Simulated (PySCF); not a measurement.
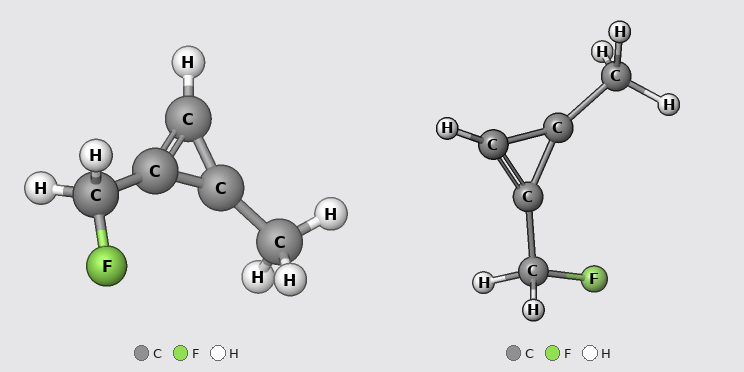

The same structure drawn twice, from different directions.

State: charge +1, singlet. Computed geometry: PBE0-D3(BJ)/def2-SVP optimisation. No frequency run is at hand to confirm it as a minimum.

> Count the atoms of each element.

C5H6F(+), 12 atoms: 5 carbon, 6 hydrogen and 1 fluorine.

> Describe its rings.

Independent rings (smallest set): 1 of 3 members, 1 of them aromatic.

> Name functional groups in it.

Among them: C–F bond.

> Write the SMILES.

C[c+]1cc1CF

> Give the symmetry (Schoenflies symbol).

C1.

More results for the same structure follow; atom numbers are the same in all pictures, views and colours differ.

**Electronic properties**

No frequency run is at hand to confirm it as a minimum. Properties computed with PBE0/pcSseg-1 in acetonitrile (IEF-PCM) (PySCF 2.14.0).

Computed properties:

- HOMO energy (Kohn–Sham orbital): −10.50 eV
- LUMO energy (Kohn–Sham orbital): −2.08 eV
- HOMO–LUMO gap: 8.42 eV

**Excitation**

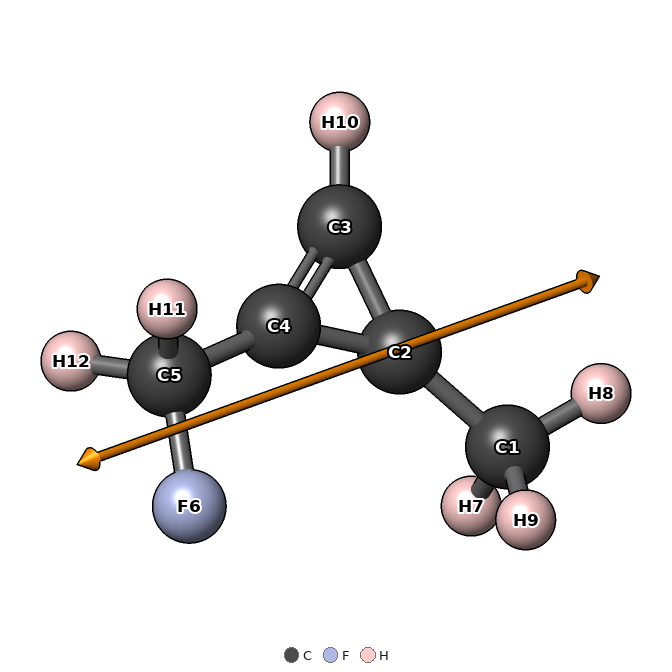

The double arrow shows the direction of the transition dipole to excited singlet state 3 (its length means nothing). No frequency run is at hand to confirm it as a minimum. Level of theory: TDDFT PBE0/def2-SVPD, vertical, IEF-PCM chloroform (non-equilibrium linear response), core orbitals frozen in the response (PySCF 2.14.0).

> How is the transition polarised?

Nearly parallel to the C4–C5 bond.

> Where does the transition lie, and how strong is it?

7.27 eV (171 nm), oscillator strength 0.16, mainly HOMO → LUMO (weight 0.88); transition dipole 2.42 D.

**NMR shielding**

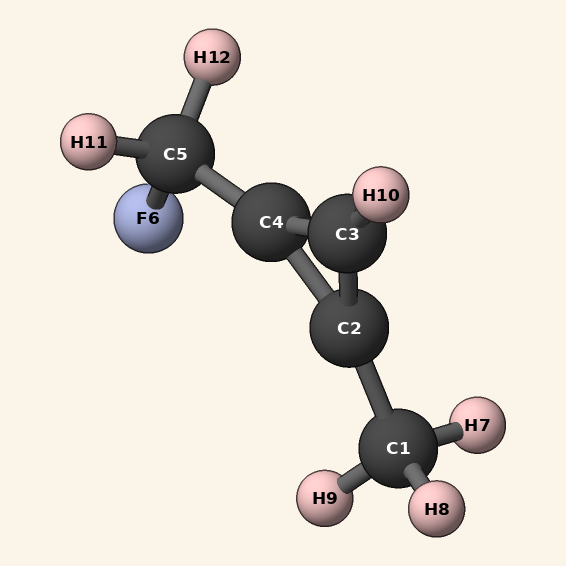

No frequency run is at hand to confirm it as a minimum. Properties computed with GIAO PBE0/pcSseg-1 NMR shielding, non-relativistic, IEF-PCM chloroform (PySCF 2.14.0). Principal shieldings σ11 ≤ σ22 ≤ σ33, span Ω = σ33 − σ11, skew κ = 3(σiso − σ22)/Ω.

Give the shielding tensors of the F atoms.

| atom | σ11 | σ22 | σ33 | σiso | Ω | κ |
| --- | --- | --- | --- | --- | --- | --- |
| F6 | 411.7 | 427.7 | 469.2 | 436.2 | 57.4 | 0.44 |

Shieldings and span in ppm.
